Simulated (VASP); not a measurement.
Band structure of SiGe (relaxed from the layer:h-BN structure). Calculation: r2SCAN meta-GGA, VASP's PBE PAW potentials (set 64) (plane waves; VASP 6.6.1).

The cell holds a wide vacuum, so values per volume refer to the whole cell.

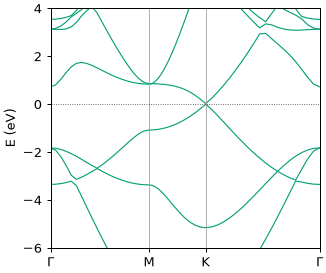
Figure. Bands along high-symmetry lines, zero at the valence-band maximum or, without a gap, the Fermi level

Task: Read the plot: is there a gap, and where are the band edges?

Result: The gap is direct, 0.03 eV, from the valence maximum at K to the conduction minimum at K.

The cell is a sheet with vacuum, built from a generated structure.
